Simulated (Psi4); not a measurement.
# One shape, several levels: SF2 (sulfur difluoride)

We compute a comparison of 6 runs (HF/STO-3G, HF-D3(BJ)/cc-pCVTZ, B3LYP/6-311G**, B3LYP/def2-SVPD, PBE/pcseg-2, QCISD(T)/6-311+G**) of SF2 (sulfur difluoride). 

Program for the calculation: Psi4 1.11.

3 further runs of the same task are left out: 2 that didn't finish, 1 set aside as unsound or not needed.

### Step 1. The molecule

SF2: 3 atoms, total charge 0, spin state singlet. As SMILES, `FSF`. Geometry: relaxed at GFN2-xTB.

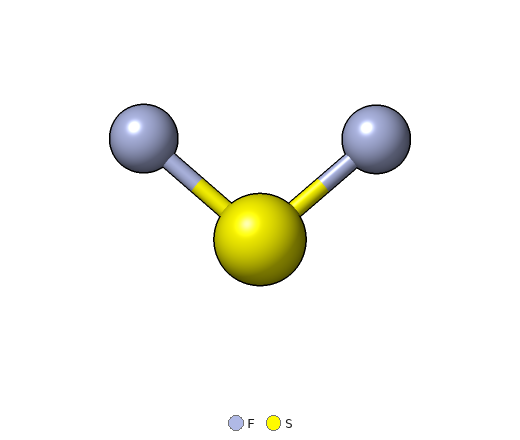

Viewed from a chosen angle; fluorine light blue, sulfur yellow.

### Step 2. Energy and gradient at HF/STO-3G (run 1)

Contents of calc.dat:

```
memory 1600 MB

molecule {
  F      0.85933406     2.13826290     0.70877958
  S     -1.18478269     0.24891473    -0.62047268
  F      0.32544863    -2.38715873    -0.08830690
  units bohr
  symmetry c1
  no_reorient
  no_com
}

set {
  puream        true
  e_convergence 1e-09
  d_convergence 1e-08
  scf_type      pk
}

e, wfn = gradient("hf/STO-3G", return_wfn=True)
oeprop(wfn, "MULLIKEN_CHARGES", "LOWDIN_CHARGES", "WIBERG_LOWDIN_INDICES", title="HF")
print_variables()
```

Launch:

```
$ psi4 -n 1 calc.dat calc.out
```

calc.out:

```text
[...]
  Running in c1 symmetry.
[...]
  Nuclear repulsion =  110.880898217648934
[...]
  Multiplicity = 1
[...]
  Nalpha       = 17
  Nbeta        = 17
[...]
    Number of basis functions: 19
[...]
   @RHF iter   1:  -589.10815708164705   -1.14378e+00   1.26100e-02 DIIS/ADIIS
[...]
   @RHF iter  10:  -589.17398152049213    2.27374e-13   9.17658e-10 DIIS
[...]
  @RHF Final Energy:  -589.17398152049213
   => Energetics <=
    Nuclear Repulsion Energy =            110.8808982176489337
    One-Electron Energy =               -1044.6489143322778546
    Two-Electron Energy =                 344.5940345941367013
    Total Energy =                       -589.1739815204922479
[...]
 Multipole Moments:
 ------------------------------------------------------------------------------------
     Multipole            Electronic (a.u.)      Nuclear  (a.u.)        Total (a.u.)
 ------------------------------------------------------------------------------------
 L = 1.  Multiply by 2.5417464519 to convert [e a0] to [Debye]
 Dipole X            :          8.0350839           -8.2934788           -0.2583950
 Dipole Y            :         -1.6883341            1.7425732            0.0542391
 Dipole Z            :          4.2079817           -4.3433088           -0.1353271
 Magnitude           :                                                    0.2966871
[...]
  -Total Gradient:
     Atom            X                  Y                   Z
    ------   -----------------  -----------------  -----------------
       1       -0.007880384628    -0.000095076897    -0.004322318755
       2        0.015439389547    -0.003369062154     0.008071637467
       3       -0.007559004929     0.003464139054    -0.003749318714
[...]
```

Run time: 0.88 s. Hardware: 1 thread of AMD EPYC 9R45 (Zen 5), shared host; peak memory 0.18 GiB.

### Step 3. A single-point energy at HF-D3(BJ)/cc-pCVTZ (run 2)

Contents of job.py:

```python
import psi4

psi4.set_memory('1600 MB')
psi4.set_num_threads(1)
psi4.core.set_output_file('psi4.out', False)

molecule = psi4.geometry("""
0 1
F      0.454740     1.131520     0.375070
S     -0.626960     0.131720    -0.328340
F      0.172220    -1.263230    -0.046730
symmetry c1
""")

psi4.set_options(dict(reference='rhf', scf_type='pk', e_convergence=0.0001))

e = psi4.energy("hf-d3bj2b/cc-pCVTZ", molecule=molecule)
print(f'total energy {e:.8f} hartree = {e * 27.211386:.5f} eV')
```

Launch:

```
$ python job.py
```

psi4.out:

```text
[...]
  Running in c1 symmetry.
[...]
  Nuclear repulsion =  110.880898127985276
[...]
  Multiplicity = 1
[...]
  Nalpha       = 17
  Nbeta        = 17
[...]
    Number of basis functions: 145
[...]
   @RHF iter   1:  -596.39349717469975   -5.69821e-01   2.85156e-03 DIIS/ADIIS
[...]
   @RHF iter   8:  -596.44970327189571   -4.57820e-08   3.06992e-07 DIIS
[...]
    Orbital Energies [Eh]
    ---------------------
    Doubly Occupied:
       1A    -92.123276     2A    -26.339973     3A    -26.339928
       4A     -9.110023     5A     -6.790240     6A     -6.789064
       7A     -6.787082     8A     -1.651505     9A     -1.614251
      10A     -0.983407    11A     -0.754960    12A     -0.736738
      13A     -0.734609    14A     -0.693628    15A     -0.660124
      16A     -0.604353    17A     -0.406638
[...]
  @RHF Final Energy:  -596.44970327189571
   => Energetics <=
    Nuclear Repulsion Energy =            110.8808981279852759
    One-Electron Energy =               -1048.3991407959977096
    Two-Electron Energy =                 341.0797414572791695
    Total Energy =                       -596.4497032718957144
[...]
 Multipole Moments:
 ------------------------------------------------------------------------------------
     Multipole            Electronic (a.u.)      Nuclear  (a.u.)        Total (a.u.)
 ------------------------------------------------------------------------------------
 L = 1.  Multiply by 2.5417464519 to convert [e a0] to [Debye]
 Dipole X            :          0.2557387           -0.9302913           -0.6745526
 Dipole Y            :         -0.0481127            0.1739936            0.1258809
 Dipole Z            :          0.0000000           -0.0000000            0.0000000
 Magnitude           :                                                    0.6861977
[...]
```

Standard output:

```text
total energy -596.44970327 hartree = -16230.22311 eV
```

Run time: 6.6 s. Hardware: 1 thread of AMD EPYC 9R45 (Zen 5), shared host; peak memory 1.2 GiB.

Runs 3 to 5 aren't shown in full; the table further down has their settings and results.

### Step 4. The energy at QCISD(T)/6-311+G(d,p) (density fitting) (run 6)

Contents of input.dat:

```
memory 1.6 GB

molecule {
  0 1
  F      0.85933406     2.13826290     0.70877958
  S     -1.18478269     0.24891473    -0.62047268
  F      0.32544863    -2.38715873    -0.08830690
  units au
}

set globals {
  basis 6-311+G**
  scf_type df
  freeze_core true
}

energy('qcisd(t)')
```

Launch:

```
$ psi4 -i input.dat -o output.dat -n 1
```

output.dat:

```text
[...]
  Running in cs symmetry.
[...]
  Nuclear repulsion =  110.880898217648976
[...]
  Multiplicity = 1
[...]
  Nalpha       = 17
  Nbeta        = 17
[...]
    Number of basis functions: 74
[...]
   @DF-RHF iter   1:  -596.33059379225540   -5.13219e-01   7.02189e-03 ADIIS/DIIS
[...]
   @DF-RHF iter  12:  -596.38803324653395   -1.25056e-12   3.43807e-09 DIIS
[...]
  @DF-RHF Final Energy:  -596.38803324653395
   => Energetics <=
    Nuclear Repulsion Energy =            110.8808982176489764
    One-Electron Energy =               -1047.9291168168626882
    Two-Electron Energy =                 340.6601853526797754
    Total Energy =                       -596.3880332465339507
[...]
 Multipole Moments:
 ------------------------------------------------------------------------------------
     Multipole            Electronic (a.u.)      Nuclear  (a.u.)        Total (a.u.)
 ------------------------------------------------------------------------------------
 L = 1.  Multiply by 2.5417464519 to convert [e a0] to [Debye]
 Dipole X            :          0.1045969           -0.9302913           -0.8256945
 Dipole Y            :         -0.0198318            0.1739936            0.1541618
 Dipole Z            :          0.0000000            0.0000000            0.0000000
 Magnitude           :                                                    0.8399626
[...]
      * MP2 total energy:                   -596.937912530227
[...]
      * MP3 total energy:                   -596.936034338945
[...]
      * QCISD total energy:                 -596.951224810352
[...]
```

Wall time 6.6 s (1 thread of AMD EPYC 9R45 (Zen 5), shared host); peak memory 0.27 GiB.

### Step 5. All runs side by side

```
run                                 level      task  SCF convergence threshold  energy (Eh)  dipole moment (D)  HOMO energy (eV)  LUMO energy (eV)  wall time
  1                             HF/STO-3G  gradient                      1e-09  -589.173982               0.75             -7.46              9.77     0.88 s
  2                    HF-D3(BJ)/cc-pCVTZ    energy                     0.0001  -596.449703               1.74            -11.07              2.13      6.6 s
  3                        B3LYP/6-311G**  gradient                      1e-09  -597.884738               1.73             -7.22             -2.41      3.3 s
  4                       B3LYP/def2-SVPD  gradient                      1e-09  -597.569296               1.38             -7.44             -2.63      4.5 s
  5                           PBE/pcseg-2    energy                      1e-09  -597.587670               1.29             -6.01             -3.31      4.5 s
  6  QCISD(T)/6-311+G** (density fitting)    energy                          –  -596.966441                  –            -11.42              1.22      6.6 s
```

### Step 6. Summary of results

| quantity | value |
| --- | --- |
| run 6: total energy | -596.96644 Eh |
| run 6: HOMO energy (Hartree–Fock orbitals) | -11.42 eV |
| run 6: LUMO energy (Hartree–Fock orbitals) | 1.22 eV |
| run 6: HOMO–LUMO gap (Hartree–Fock orbitals) | 12.64 eV |
| run 6: correlation energy (7 core orbitals frozen) | -578.4 mEh |
| run 6: T1 diagnostic | 0.016 |

What this shows: Over runs 1, 2, 3, 4, 5 the dipole moment (its size) runs from 0.75 D (HF/STO-3G) to 1.74 D (HF-D3(BJ)/cc-pCVTZ). Over runs 1, 2, 3, 4, 5 the HOMO–LUMO gap runs from 2.70 eV (PBE/pcseg-2) to 17.23 eV (HF/STO-3G). The two ends differ in method and basis. Totals of different functionals can't be ranked against each other. In run 1 the basis is minimal, so the values are rough. All runs together took 26 s, the longest 6.6 s.
